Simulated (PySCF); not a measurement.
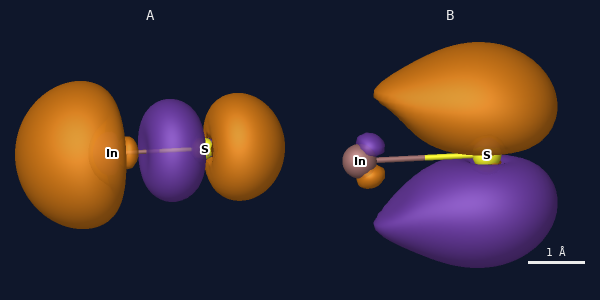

Figure. InS (charge −1). Two frontier orbitals, each drawn at the value that holds 80 % of its norm (orange and purple are the two phases), in no order; of a degenerate pair one member is drawn.

Core potentials replace the inner electrons of In.

The calculation used PBE0/def2-SVPD, non-relativistic Hamiltonian with scalar-relativistic core potentials where named, at a bond length of 2.354 Å in PySCF.

Label each orbital by symmetry, say whether it is occupied, and order them by energy.

Orbital B: π, occupied, −1.17 eV; mainly on S (80 %).
Orbital A: σ, occupied, −0.93 eV; shared between the atoms (In 55 %, S 45 %).
